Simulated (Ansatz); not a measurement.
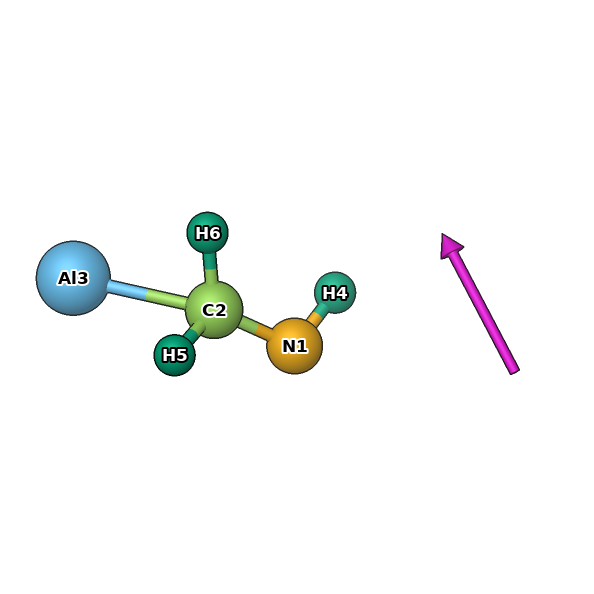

The arrow beside the molecule shows the direction of the dipole moment, from the negative to the positive end (its length means nothing). The species is neutral and a spin doublet. The geometry was computed by an optimisation with PBE-D4/def2-SVP. No frequency run is at hand to confirm it as a minimum. Level of theory: UKS PBE-D4/def2-SVP (Ansatz 0.2.0).

**Estimate the dipole moment.**

1.77 D; it points from the side of N1 to the side of Al3 (the outermost atoms at the two ends).
